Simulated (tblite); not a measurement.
## Geometry relaxation, with input and output: C4H12OSSi (part 4 of 4)

The same run, continued: C4H12OSSi; GFN2-xTB geometry optimisation, gas phase (tblite 0.8.0). It belongs to a series of runs on one base structure; here: H on C replaced by C2H5.

Geometry of the input (Å):
```
C  2.4925  -0.5665  0.0361
C  1.9795  0.7771  -0.4300
C  0.6132  0.6622  -1.0131
Si -0.6477  0.0158  0.1730
S  -1.5543  1.6628  1.2079
O  -1.8820  -0.7698  -0.7474
C  -2.9288  -1.1544  0.0803
H  2.3409  -0.7108  1.1115
H  2.0878  -1.4140  -0.5488
H  3.5924  -0.5460  -0.1114
H  2.6677  1.1365  -1.2311
H  2.0270  1.4951  0.4159
H  0.3213  1.6819  -1.3562
H  0.7002  -0.0246  -1.8819
H  0.0050  -0.9160  1.1100
H  -2.2153  2.5010  0.3052
H  -3.7796  -0.4521  0.0369
H  -2.5566  -1.2234  1.1297
H  -3.2732  -2.1453  -0.2789
```

**Trajectory as extended XYZ, continued**
```
19
Properties=species:S:1:pos:R:3:forces:R:3 step=192 energy=-647.40812
C     2.7271   -0.1969    0.1647    0.0050  -0.0270   0.0160
C     1.9159    0.7966   -0.6551    0.0200   0.0050  -0.0050
C     0.5855    0.2174   -1.1274   -0.0020  -0.0060   0.0040
Si   -0.6164   -0.1778    0.2792   -0.0140   0.0110  -0.0040
S    -1.0372    1.5749    1.4842    0.0040  -0.0010   0.0190
O    -1.9584   -0.6233   -0.5153   -0.0080  -0.0340  -0.0100
C    -3.1833   -1.0166    0.0363    0.0170  -0.0250  -0.0050
H     2.2304   -0.4050    1.1086    0.0120  -0.0100  -0.0070
H     2.8459   -1.1346   -0.3758   -0.0080   0.0280   0.0000
H     3.7165    0.2006    0.3809   -0.0170   0.0150  -0.0100
H     2.5001    1.0999   -1.5284    0.0070   0.0060   0.0110
H     1.7334    1.6890   -0.0518   -0.0030  -0.0020  -0.0280
H     0.1171    0.9246   -1.8162   -0.0180   0.0100   0.0220
H     0.7731   -0.6867   -1.7061    0.0200  -0.0270   0.0120
H    -0.2128   -1.1504    1.2895    0.0120   0.0200  -0.0210
H    -1.6266    2.2651    0.5179    0.0130  -0.0190   0.0040
H    -3.4343   -0.4010    0.9007   -0.0370   0.0280   0.0260
H    -3.1347   -2.0617    0.3501    0.0040   0.0190  -0.0020
H    -3.9512   -0.9051   -0.7281   -0.0080   0.0090  -0.0220
19
Properties=species:S:1:pos:R:3:forces:R:3 step=198 energy=-647.41264
C     2.7245   -0.1079    0.2034   -0.0120   0.0430  -0.0120
C     1.8907    0.8017   -0.6906    0.0050   0.0090  -0.0120
C     0.5924    0.1408   -1.1498    0.0220   0.0100  -0.0050
Si   -0.6001   -0.2684    0.2607   -0.0030   0.0010  -0.0020
S    -0.9484    1.4375    1.5517    0.0020   0.0090   0.0120
O    -1.9728   -0.6278   -0.5257    0.0160  -0.0230   0.0000
C    -3.2171   -0.9576    0.0244    0.0120  -0.0040  -0.0040
H     2.2347   -0.2433    1.1629   -0.0140  -0.0310   0.0280
H     2.8581   -1.0840   -0.2577   -0.0060   0.0100  -0.0170
H     3.7070    0.3241    0.3821   -0.0190   0.0160  -0.0140
H     2.4792    1.0802   -1.5694   -0.0010  -0.0210   0.0000
H     1.6602    1.7218   -0.1474    0.0050  -0.0280  -0.0100
H     0.0889    0.7991   -1.8630    0.0240  -0.0130   0.0150
H     0.8327   -0.7738   -1.6936   -0.0060   0.0160   0.0190
H    -0.1885   -1.2918    1.2162   -0.0150   0.0080  -0.0180
H    -1.5126    2.1940    0.6202    0.0130  -0.0160   0.0100
H    -3.4071   -0.3797    0.9303   -0.0190   0.0060   0.0250
H    -3.2460   -2.0216    0.2679   -0.0040   0.0170   0.0100
H    -3.9855   -0.7340   -0.7151    0.0000  -0.0060  -0.0240
19
Properties=species:S:1:pos:R:3:forces:R:3 step=203 energy=-647.41538
C     2.7217   -0.0488    0.2157    0.0180  -0.0240   0.0300
C     1.8728    0.8029   -0.7168   -0.0220  -0.0150  -0.0070
C     0.5978    0.0876   -1.1556   -0.0010  -0.0130  -0.0120
Si   -0.5911   -0.3180    0.2594   -0.0290  -0.0350  -0.0010
S    -0.8880    1.3632    1.5980    0.0070  -0.0410   0.0000
O    -1.9747   -0.6393   -0.5273    0.0600   0.0310   0.0380
C    -3.2331   -0.9153    0.0191    0.0070   0.0060   0.0040
H     2.2059   -0.2091    1.1594    0.0140   0.0140  -0.0070
H     2.9234   -1.0197   -0.2320   -0.0020   0.0000  -0.0140
H     3.6743    0.4359    0.4225   -0.0450   0.0110  -0.0070
H     2.4595    1.0574   -1.6024    0.0230   0.0140  -0.0230
H     1.6131    1.7354   -0.2133    0.0030   0.0270   0.0200
H     0.0731    0.7008   -1.8926    0.0340   0.0040   0.0040
H     0.8736   -0.8360   -1.6655   -0.0240  -0.0020   0.0090
H    -0.1983   -1.3756    1.1863   -0.0070   0.0240  -0.0160
H    -1.4398    2.1562    0.6920   -0.0020   0.0070  -0.0160
H    -3.3937   -0.3493    0.9388   -0.0140   0.0040  -0.0020
H    -3.3186   -1.9803    0.2381    0.0090  -0.0270   0.0250
H    -3.9875   -0.6387   -0.7161   -0.0290   0.0150  -0.0240
19
Properties=species:S:1:pos:R:3:forces:R:3 step=209 energy=-647.41661
C     2.7233   -0.0215    0.2203    0.0080   0.0020  -0.0030
C     1.8598    0.8018   -0.7245    0.0080  -0.0010   0.0010
C     0.6019    0.0570   -1.1629   -0.0010   0.0050   0.0010
Si   -0.5887   -0.3477    0.2517   -0.0140  -0.0030  -0.0040
S    -0.8552    1.3170    1.6144   -0.0020  -0.0070   0.0000
O    -1.9838   -0.6338   -0.5248    0.0170   0.0120   0.0010
C    -3.2465   -0.8907    0.0214   -0.0030  -0.0010  -0.0040
H     2.1995   -0.2014    1.1552   -0.0020  -0.0020   0.0080
H     2.9696   -0.9823   -0.2274   -0.0010   0.0060   0.0030
H     3.6500    0.5032    0.4427   -0.0080  -0.0080  -0.0030
H     2.4476    1.0624   -1.6088    0.0000   0.0050  -0.0050
H     1.5793    1.7337   -0.2288    0.0000   0.0010  -0.0020
H     0.0797    0.6517   -1.9155   -0.0080  -0.0030   0.0020
H     0.8941   -0.8717   -1.6533    0.0010  -0.0020  -0.0040
H    -0.1996   -1.4199    1.1607   -0.0030  -0.0040   0.0020
H    -1.3953    2.1301    0.7179    0.0040   0.0010   0.0010
H    -3.3976   -0.3276    0.9443   -0.0010   0.0160   0.0050
H    -3.3501   -1.9554    0.2364    0.0060  -0.0150   0.0100
H    -3.9977   -0.5957   -0.7113   -0.0030  -0.0010  -0.0100
19
Properties=species:S:1:pos:R:3:forces:R:3 step=215 energy=-647.41681
C     2.7232   -0.0245    0.2212    0.0040   0.0020   0.0000
C     1.8623    0.8010   -0.7241   -0.0080   0.0000  -0.0020
C     0.6033    0.0593   -1.1658   -0.0060   0.0020  -0.0040
Si   -0.5922   -0.3426    0.2457    0.0020  -0.0070  -0.0020
S    -0.8583    1.3155    1.6159    0.0050  -0.0020   0.0080
O    -1.9882   -0.6236   -0.5307    0.0060   0.0000   0.0010
C    -3.2458   -0.8925    0.0225    0.0080  -0.0060   0.0080
H     2.1972   -0.2096    1.1542   -0.0020   0.0030  -0.0060
H     2.9743   -0.9827   -0.2290   -0.0060   0.0000   0.0000
H     3.6476    0.5015    0.4486    0.0010  -0.0020   0.0010
H     2.4520    1.0632   -1.6071   -0.0040  -0.0030   0.0020
H     1.5812    1.7323   -0.2277    0.0040   0.0040   0.0020
H     0.0826    0.6554   -1.9185    0.0000   0.0030   0.0020
H     0.8936   -0.8694   -1.6576    0.0010   0.0020   0.0060
H    -0.2070   -1.4181    1.1526   -0.0010  -0.0080   0.0030
H    -1.3981    2.1362    0.7266    0.0020  -0.0010  -0.0060
H    -3.3993   -0.3234    0.9414   -0.0040   0.0150   0.0050
H    -3.3349   -1.9568    0.2487    0.0060   0.0050  -0.0030
H    -4.0032   -0.6121   -0.7090   -0.0080  -0.0070  -0.0150
19
Properties=species:S:1:pos:R:3:forces:R:3 step=221 energy=-647.41762
C     2.7165   -0.0133    0.2242   -0.0100  -0.0020  -0.0010
C     1.8585    0.8046   -0.7307    0.0060   0.0020   0.0120
C     0.6021    0.0558   -1.1668    0.0060  -0.0010   0.0180
Si   -0.5900   -0.3539    0.2454    0.0100   0.0110   0.0070
S    -0.8377    1.2822    1.6461    0.0050   0.0010  -0.0200
O    -1.9908   -0.5960   -0.5345   -0.0030  -0.0210  -0.0140
C    -3.2455   -0.8805    0.0168   -0.0030   0.0190  -0.0210
H     2.1870   -0.1864    1.1576    0.0060   0.0000  -0.0030
H     2.9646   -0.9773   -0.2154   -0.0050   0.0080   0.0030
H     3.6421    0.5121    0.4475    0.0060   0.0000   0.0050
H     2.4507    1.0573   -1.6145   -0.0080   0.0020  -0.0040
H     1.5782    1.7412   -0.2433   -0.0040  -0.0090  -0.0040
H     0.0752    0.6435   -1.9208   -0.0010   0.0160  -0.0110
H     0.8994   -0.8732   -1.6530   -0.0030  -0.0110  -0.0130
H    -0.2191   -1.4548    1.1271    0.0040  -0.0050   0.0070
H    -1.3687    2.1161    0.7626    0.0060   0.0010   0.0170
H    -3.4180   -0.2879    0.9176   -0.0150   0.0040   0.0010
H    -3.3113   -1.9390    0.2716    0.0010  -0.0210   0.0170
H    -4.0029   -0.6411   -0.7299    0.0010   0.0050   0.0050
19
Properties=species:S:1:pos:R:3:forces:R:3 step=227 energy=-647.41834
C     2.7068   -0.0099    0.2293    0.0090   0.0060  -0.0070
C     1.8580    0.8079   -0.7326   -0.0050  -0.0010   0.0000
C     0.6027    0.0609   -1.1738   -0.0060   0.0080  -0.0150
Si   -0.5857   -0.3611    0.2380   -0.0130  -0.0030  -0.0160
S    -0.8188    1.2566    1.6616    0.0100  -0.0090   0.0080
O    -1.9899   -0.5981   -0.5393    0.0060   0.0000   0.0060
C    -3.2449   -0.8784    0.0131   -0.0120  -0.0070  -0.0010
H     2.1751   -0.1690    1.1634   -0.0020  -0.0080   0.0100
H     2.9420   -0.9792   -0.2042    0.0110  -0.0130   0.0080
H     3.6386    0.5055    0.4500    0.0040   0.0020  -0.0030
H     2.4537    1.0569   -1.6153   -0.0010   0.0070   0.0110
H     1.5742    1.7450   -0.2493    0.0070   0.0120   0.0000
H     0.0774    0.6580   -1.9224   -0.0090  -0.0090   0.0010
H     0.9002   -0.8635   -1.6699   -0.0120   0.0050   0.0020
H    -0.2102   -1.4721    1.1051    0.0000  -0.0050   0.0080
H    -1.3541    2.1102    0.8017   -0.0030   0.0070  -0.0120
H    -3.4370   -0.2511    0.8862    0.0080   0.0050   0.0030
H    -3.2979   -1.9262    0.3141    0.0030  -0.0040   0.0090
H    -4.0000   -0.6830   -0.7481    0.0060   0.0050  -0.0120
19
Properties=species:S:1:pos:R:3:forces:R:3 step=232 energy=-647.41868
C     2.7068   -0.0177    0.2279    0.0050  -0.0070   0.0110
C     1.8587    0.8091   -0.7272    0.0030   0.0010  -0.0040
C     0.5991    0.0725   -1.1745    0.0010  -0.0040  -0.0020
Si   -0.5865   -0.3608    0.2359    0.0060  -0.0030   0.0040
S    -0.8148    1.2611    1.6545   -0.0070   0.0080   0.0110
O    -1.9906   -0.6032   -0.5382   -0.0050  -0.0050  -0.0070
C    -3.2455   -0.8840    0.0146    0.0070  -0.0030   0.0020
H     2.1772   -0.1815    1.1628    0.0020   0.0010   0.0010
H     2.9403   -0.9861   -0.2094   -0.0010  -0.0030  -0.0040
H     3.6405    0.4944    0.4487   -0.0010   0.0020   0.0010
H     2.4557    1.0611   -1.6076    0.0030   0.0100  -0.0090
H     1.5817    1.7452   -0.2380   -0.0030   0.0010   0.0050
H     0.0734    0.6799   -1.9142   -0.0060   0.0030  -0.0020
H     0.8911   -0.8463   -1.6832   -0.0040  -0.0070   0.0000
H    -0.2074   -1.4695    1.1052   -0.0020   0.0010  -0.0020
H    -1.3566    2.1104    0.7933    0.0040  -0.0020  -0.0010
H    -3.4462   -0.2380    0.8723   -0.0010   0.0010  -0.0010
H    -3.2894   -1.9250    0.3404   -0.0030   0.0070  -0.0010
H    -3.9973   -0.7123   -0.7556    0.0010  -0.0020   0.0000
19
Properties=species:S:1:pos:R:3:forces:R:3 step=238 energy=-647.41889
C     2.7086   -0.0299    0.2218    0.0030   0.0040  -0.0080
C     1.8608    0.8116   -0.7216    0.0040   0.0020   0.0050
C     0.5969    0.0836   -1.1723    0.0060   0.0020   0.0040
Si   -0.5866   -0.3559    0.2384   -0.0010   0.0040  -0.0050
S    -0.8340    1.2683    1.6517   -0.0020   0.0030   0.0030
O    -1.9868   -0.6128   -0.5389    0.0050  -0.0030   0.0020
C    -3.2418   -0.8887    0.0154   -0.0080   0.0010   0.0020
H     2.1798   -0.2064    1.1547   -0.0010   0.0040   0.0020
H     2.9394   -0.9923   -0.2301    0.0040   0.0010   0.0000
H     3.6432    0.4780    0.4492   -0.0030  -0.0030  -0.0030
H     2.4570    1.0747   -1.5999   -0.0080  -0.0100  -0.0040
H     1.5881    1.7430   -0.2208   -0.0060  -0.0040   0.0090
H     0.0716    0.6991   -1.9059   -0.0010  -0.0040   0.0030
H     0.8823   -0.8336   -1.6878    0.0030   0.0030  -0.0030
H    -0.2038   -1.4587    1.1133    0.0000  -0.0010  -0.0020
H    -1.3610    2.1151    0.7791    0.0020   0.0040   0.0000
H    -3.4533   -0.2196    0.8526    0.0040   0.0010  -0.0030
H    -3.2796   -1.9195    0.3723    0.0020  -0.0020  -0.0010
H    -3.9907   -0.7467   -0.7635   -0.0030   0.0000  -0.0030
19
Properties=species:S:1:pos:R:3:forces:R:3 step=244 energy=-647.41908
C     2.7187   -0.0324    0.2136   -0.0050   0.0020  -0.0040
C     1.8587    0.8118   -0.7157   -0.0040  -0.0010  -0.0050
C     0.5958    0.0812   -1.1642   -0.0040   0.0010  -0.0010
Si   -0.5894   -0.3581    0.2446   -0.0040   0.0050   0.0020
S    -0.8457    1.2711    1.6511   -0.0010  -0.0020  -0.0030
O    -1.9856   -0.6228   -0.5375    0.0000   0.0010   0.0010
C    -3.2451   -0.8869    0.0128    0.0040   0.0040  -0.0030
H     2.1972   -0.2210    1.1481   -0.0010  -0.0020   0.0040
H     2.9540   -0.9883   -0.2493    0.0020  -0.0050   0.0010
H     3.6509    0.4802    0.4390    0.0050   0.0020   0.0030
H     2.4457    1.0837   -1.5972    0.0000   0.0030   0.0000
H     1.5837    1.7372   -0.2046    0.0030  -0.0050   0.0000
H     0.0690    0.6964   -1.8970   -0.0010  -0.0030  -0.0010
H     0.8809   -0.8355   -1.6809    0.0070   0.0050   0.0000
H    -0.2078   -1.4568    1.1245    0.0040  -0.0030   0.0030
H    -1.3558    2.1197    0.7701    0.0020   0.0030   0.0010
H    -3.4609   -0.2002    0.8342   -0.0030   0.0010   0.0050
H    -3.2862   -1.9101    0.3902   -0.0010  -0.0050   0.0010
H    -3.9880   -0.7599   -0.7743   -0.0030  -0.0010  -0.0040
```

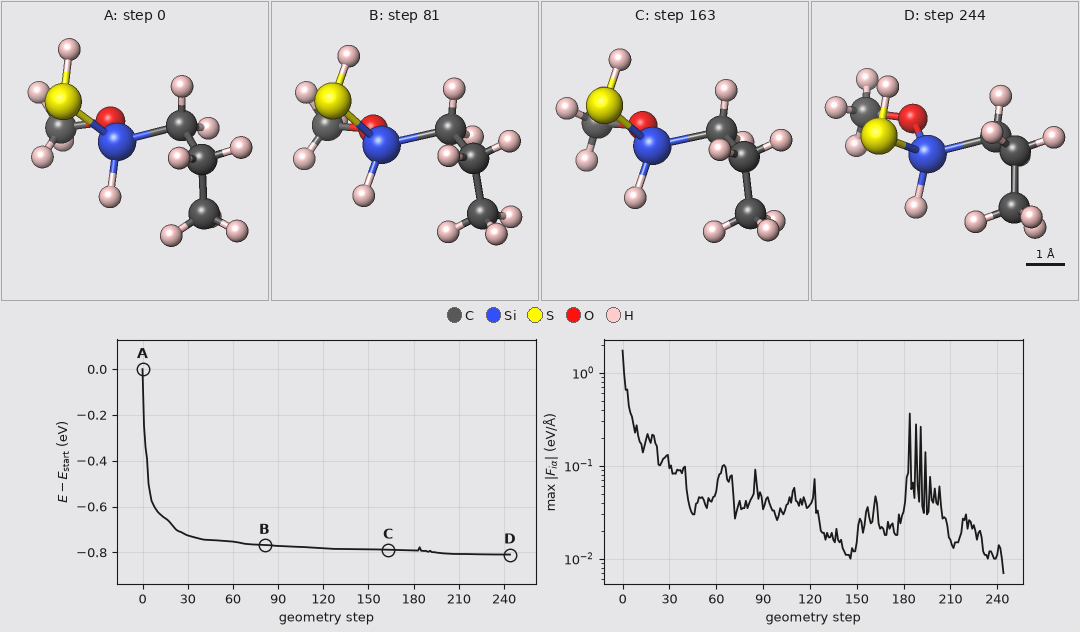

*Frames of the relaxation (ball-and-stick view, seen at a tilt) above the curves, on which the letters mark them (steps are counted from 0).*

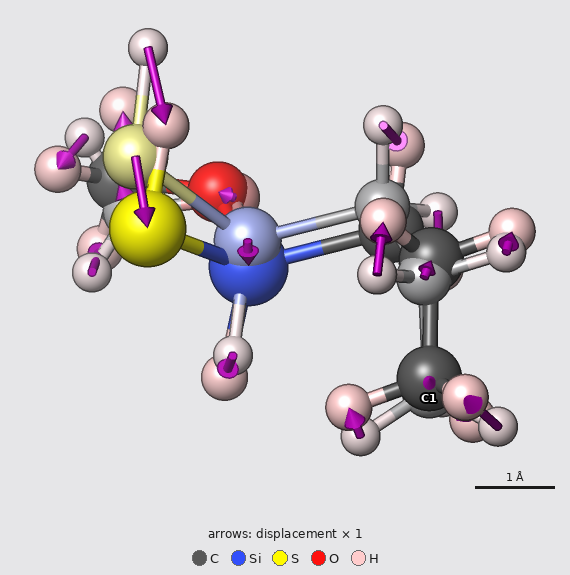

*Start (faint) and end (solid) with the displacements as pink arrows, at true length (ball-and-stick view, seen at a tilt). The two geometries are laid on each other by the best rigid fit.*

The largest move after the best rigid fit is that of H19, 1.67 Å. By element the largest moves are H 1.67 Å, S 0.96 Å, C 0.60 Å, Si 0.39 Å, O 0.26 Å. Among the contacts that change: Si4–O6 1.729 → 1.622 Å, S5–H16 1.398 → 1.325 Å, C3–Si4 1.848 → 1.893 Å, C2–C3 1.490 → 1.526 Å. Among the angles that change: Si4–O6–C7 110.3° → 128.0°, Si4–S5–H16 110.4° → 95.5°, S5–Si4–H15 111.5° → 101.9°. The energy falls by 0.809 eV in 244 geometry steps. Largest force component: 1.7 eV/Å at the start, 0.007 eV/Å at the end. (Atoms are counted from 1 in the order of the input.)
